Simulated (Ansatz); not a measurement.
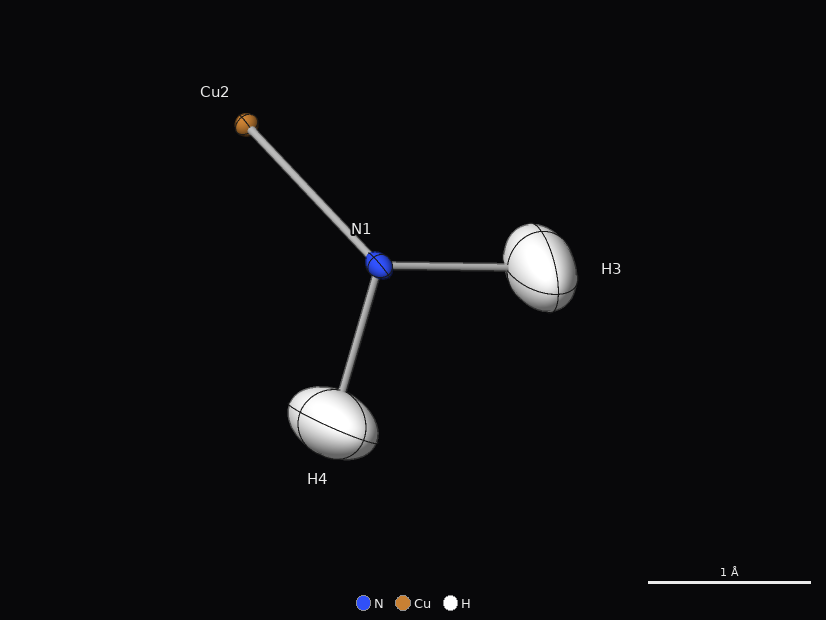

Displacement ellipsoids at the 50 % level, enlarged 2 times, from the internal vibrations of the free molecule (harmonic, no overall translation or rotation; no half-axis is drawn under 0.075 Å). The species is neutral and a spin singlet. Vibrations computed with RKS PBE0-D4/def2-TZVP (Ansatz 0.2.0). Temperature: 298 K.

Which atom moves most?

Answer. H3, H4, with U_eq = 0.0108 Å².

Does H4 move more along its bond or across it?

Answer. Across it: the root-mean-square amplitude is 0.068 Å along the bond and up to 0.147 Å across, since bending and torsion are softer than stretching.

List U_eq and the three principal root-mean-square amplitudes for each kind of atom.

```
  atom  U_eq (Å²)   rms amplitudes (Å)
    N1    0.00073  0.011, 0.015, 0.043
   Cu2    0.00004  0.001, 0.001, 0.010
H3, H4     0.0108  0.068, 0.078, 0.147
```
